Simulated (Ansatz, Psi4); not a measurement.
**Predicting a hybrid from its neighbours: C3H3N (E-propargylimine)**

C3H3N: 7 atoms, total charge 0, spin state singlet. SMILES: `[H]/N=C/C#C`. The coordinates come from a PBE0-D4/def2-TZVP relaxation.

The HOMO–LUMO gap y, in eV, basis def2-SVPD; a is the functional's share of exact exchange. Programs: Ansatz 0.2.0, Psi4 1.11.

| functional | program | a | y (eV) |
| --- | --- | --- | --- |
| PBE | Ansatz | 0 | 3.99 |
| BLYP | Ansatz | 0 | 4.05 |
| B3LYP | Psi4 | 0.2 | 6.12 |
| r2SCAN0 | Ansatz | 0.25 | ? |
| PBE0 | Psi4 | 0.25 | 6.60 |
| BHLYP | Psi4 | 0.5 | 8.74 |

Problem. Fit y = c + s·a to the known rows and predict r2SCAN0.

Solution. 
1. Means of the 5 rows: a = 0.1900, y = 5.900.
2. Σ(Δa)² = 0.172, Σ(Δa·Δy) = 1.639, so the slope is 1.639/0.172 = 9.5291.
3. Intercept: 5.900 − (9.5291) × 0.1900 = 4.089. The largest residual of the fit is 0.13.
4. r2SCAN0: 4.089 + (9.5291) × 0.25 = 6.47 eV.

The run gave 6.88 eV, so the prediction is off by -0.41 eV, more than the largest residual. Exact exchange lowers occupied levels and raises empty ones. The rows mix families of semi-local functionals, which the line can't see.

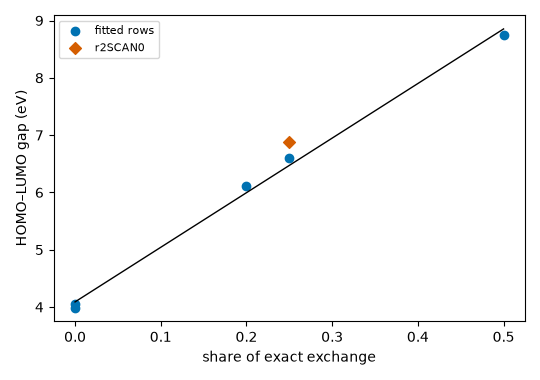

The fitted line, with the withheld row.
